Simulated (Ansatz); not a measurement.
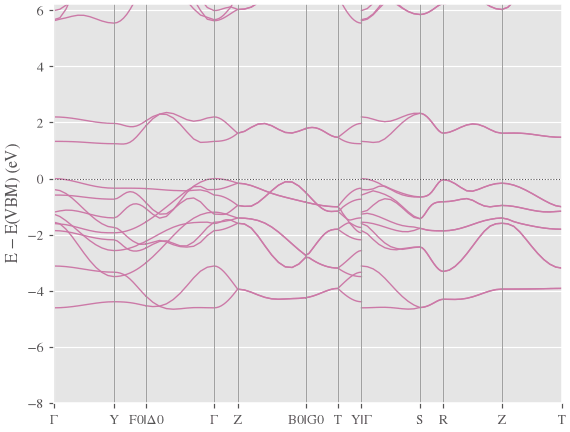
Figure. Band structure from plane-wave PAW r²SCAN (Ansatz code)

### Question
Read off the gap and where the band edges lie.

### Answer
About 1.2 eV (1.23 eV by a search for the band edges); maximum at Γ, minimum on the Y–F0 line, 26 % of the way from Y.

The material is I (molecular I2 type, space group No. 64).

Space group Cmce (molecular I2 type). Symmetry was held in the r²SCAN relaxation. A crystal of weakly bound molecules computed without a dispersion correction: the cell and the soft elastic constants depend strongly on that. Spin–orbit coupling is left out wherever it is not named.

Potentials: the later of the program's two PAW sets.
